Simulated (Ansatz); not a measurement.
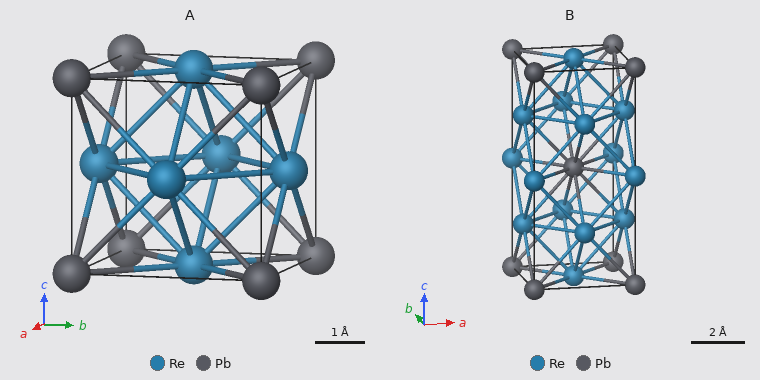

Two structures of Re3Pb, each relaxed to rest (conventional cells in solid outline, small ones repeated, not to one scale). Method: DFT PBE, scalar-relativistic, plane waves, PAW (Ansatz), without spin polarisation.

**What are A and B?**

A: Cu₃Au (L1₂) type, Pm-3m. B: 8 atoms a cell on a body-centred tetragonal lattice, I4/mmm.

**Which polymorph is favoured?**

B is lower, by 193 meV/atom at this level of theory (energies at zero smearing). Volumes: A 16.9, B 16.7 Å³/atom.

One or both may be structure types tried for this composition rather than known phases.
